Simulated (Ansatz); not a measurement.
# FH3Si3 (SMILES F[SiH]1[SiH]=[SiH]1): what the fields show

The calculation's input:

```
basis:
  gaussian:
    orbitals: def2-TZVPD
crystal:
  periodic: [false, false, false]
  atoms:
    - {symbol: F, position_ang: [-3.182242, -3.474466, -3.980490]}
    - {symbol: Si, position_ang: [-2.112885, -2.816447, -2.934767]}
    - {symbol: Si, position_ang: [0.027072, -3.564597, -2.772220]}
    - {symbol: Si, position_ang: [-0.298507, -1.646702, -3.645780]}
    - {symbol: H, position_ang: [-2.973259, -2.435711, -1.778262]}
    - {symbol: H, position_ang: [0.992941, -4.645534, -2.406665]}
    - {symbol: H, position_ang: [0.279895, -0.444453, -4.320346]}
output: {forces: true, orbitals: {seedname: orbitals}}
hamiltonian:
  xc: {name: PBE0}
```

Launched as:

```sh
ansatz run input.yaml --threads 2 --pin off --max-ram 4350MiB --events-out events.jsonl --progress --plain --runs-dir runs
```

Geometry: PBE0-D3(BJ)/def2-SVP.

All numbers below come from Ansatz 0.2.0, isolated molecule in a Gaussian basis; Kohn-Sham density functional theory, functional PBE0.

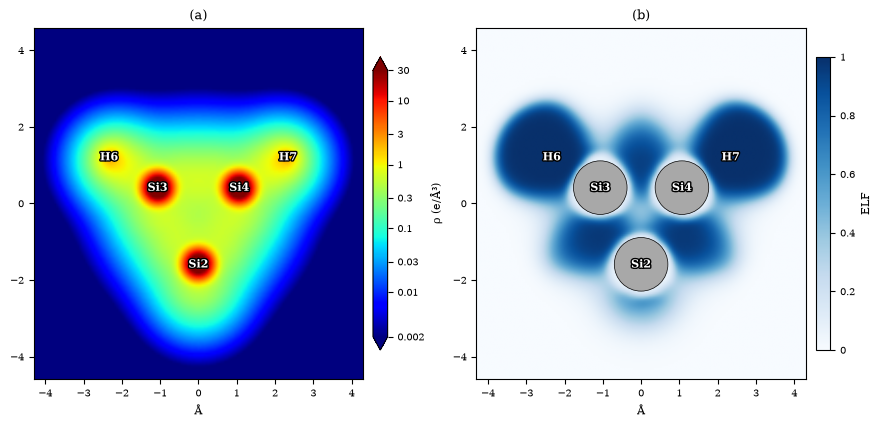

Figure 1. (a) electron density; (b) electron localisation function on the plane of atoms Si4, Si3 and H6. Grey discs cover the atomic cores in the ELF map.

What do the fields say about this system?

Answer. The plane passes through Si and H nuclei.
Si–Si (2.13 Å): ρ at the midpoint is about 0.65 e/Å³; the ELF peaks at about 0.80 between the atoms (a shared electron pair).
Si–H (1.49 Å): the density is about 0.79 e/Å³ at the midpoint; the ELF climbs to about 1 towards the hydrogen, as it does in any bond to H.
Si–Si (2.27 Å): the density is about 0.6 e/Å³ at the midpoint; the ELF peaks at about 0.85 between the atoms (a shared electron pair).

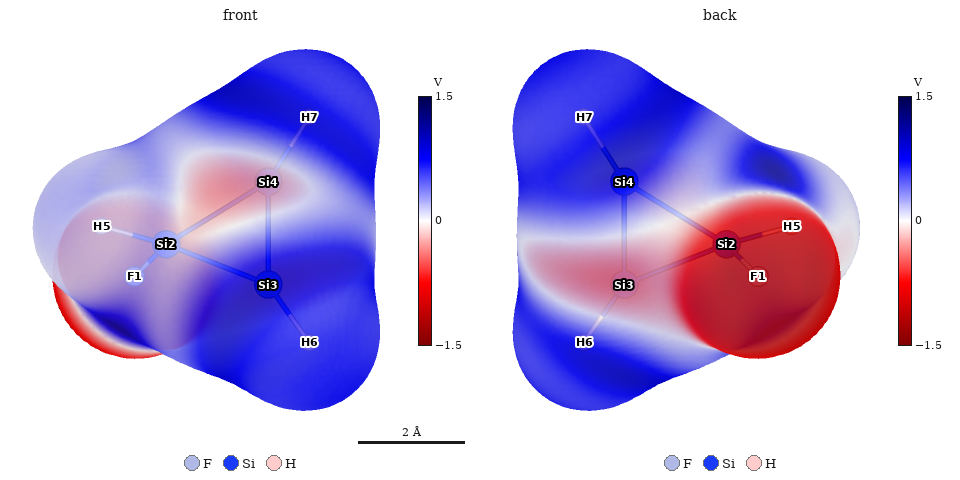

Figure 2. The electrostatic potential painted on the density surface at 0.002 e/bohr³, seen from the front and from behind; red is negative and blue positive.

Describe the electrostatic potential map.

Answer. The most negative region (about −1.1 V) lies over F1, the most positive (about +1.1 V) over Si2.

What dipole moment does the calculation give?

Answer. Its dipole moment is 2.01 D.

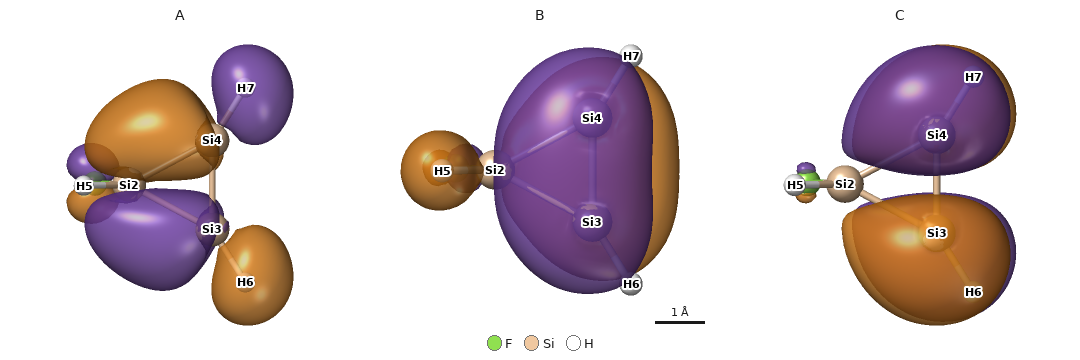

Figure 3. Three frontier orbitals at ±0.06 Å⁻³ᐟ² (orange and purple are the two phases), in no order.

Order the three orbitals by energy and name them.

Answer. A is the HOMO−1 (−7.54 eV). Its weight (Hirshfeld) is mainly on Si2 (about 30 %), Si3 (about 25 %), Si4 (about 25 %), H6 (about 5 %) and H7 (about 5 %). B is the HOMO (−6.59 eV). By Hirshfeld shares it lies mainly on Si4 (about 40 %), Si3 (about 40 %) and Si2 (about 15 %); π-bonding across Si4–Si3. C is the LUMO (−2.02 eV). Its weight (Hirshfeld) is mainly on Si4 (about 40 %) and Si3 (about 40 %); π-antibonding (π*) across Si4–Si3.

What is the HOMO–LUMO gap?

Answer. 4.57 eV between the orbital energies.

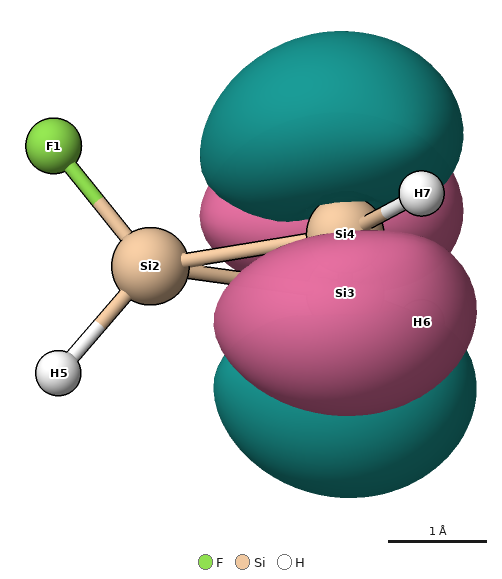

Figure 4. The LUMO at ±0.1 Å⁻³ᐟ² (teal and pink are the two phases), seen from one side.

Where does this orbital lie, and at what energy?

Answer. By Hirshfeld shares it lies mainly on Si4 (about 40 %) and Si3 (about 40 %); π-antibonding (π*) across Si4–Si3. Its energy is −2.02 eV.
